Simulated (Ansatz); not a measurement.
BN (h-BN type, space group P6_3/mmc)

```
CELL_PARAMETERS angstrom
      2.50580     0.00000     0.00000
     -1.25290     2.17009     0.00000
      0.00000     0.00000     6.61620
ATOMIC_POSITIONS crystal
  B  0.33333 0.66667 0.25000
  B  0.66667 0.33333 0.75000
  N  0.33333 0.66667 0.75000
  N  0.66667 0.33333 0.25000
```

This relaxed cell (volume V₀) is scaled evenly in all directions, its shape held. Symmetry pins the atoms to their sites.

Calculation: PBE-D3(BJ) (plane waves to 420 eV, PAW, scalar-relativistic; Ansatz, an electronic-structure program). k mesh 15×15×5 (Γ-centred), Fermi-Dirac smearing 0.05 eV. Energies are smeared free energies. With the shape held, the modulus is that of even scaling; a crystal free to change shape is softer. BN was relaxed with its symmetry unable to fall. The PAW data are Ansatz's earlier set. ΔE is measured from the relaxed starting cell.

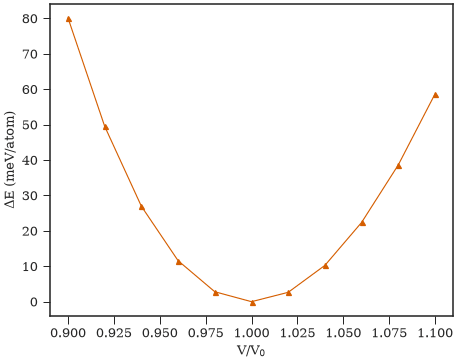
Fig. 1. ΔE (meV/atom) against V/V₀; markers are the computed points, lines only join them.

Problem. What is ΔE at V/V₀ = 1.100?

Solution. About 59 meV/atom.

Problem. What is ΔE at V/V₀ = 0.900?

Solution. About 80 meV/atom.

Problem. What bulk modulus at fixed cell shape B₀ follows from a third-order Birch-Murnaghan fit?

Solution. About 240 GPa.

(A scan under strain: stresses follow from slopes of the energy per volume, elastic moduli from its curvatures.)
